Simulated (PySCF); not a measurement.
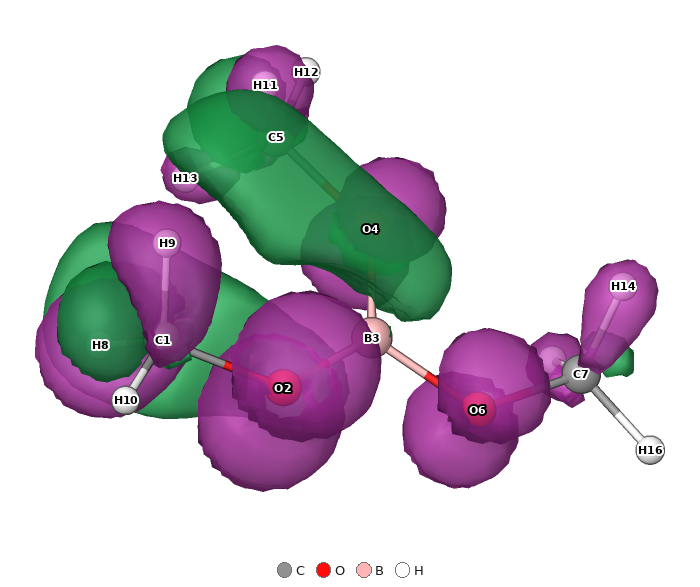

C$_{3}$H$_{9}$BO$_{3}$, SMILES `COB(OC)OC`. Unrelaxed difference density of T₂ less the ground state (full linear response triplet states), ±0.015 e/Å³; green: gain, purple: loss.

Method: BHandHLYP/def2-SVP; geometry: GFN2-xTB; program: PySCF. No frequency check shows the geometry to be a minimum. Without diffuse functions Rydberg states are missing, so the states' numbers hold for this basis only.

Question: How does the charge move on excitation?

Answer: 0.77 e is displaced in all, of which about 0.5 e passes between atoms: O2 (0.33 e) and O6 (0.08 e) lose electrons and B3 (0.11 e) and H13 (0.06 e) gain them. The state: 8.54 eV (145 nm), spin-forbidden from the singlet ground state; the leading pair carries 91 %; hole on O2 (39 %), C1 (12 %) and O6 (10 %), electron on B3 (17 %), C1 (14 %) and H8 (12 %); their centroids lie 0.8 Å apart.
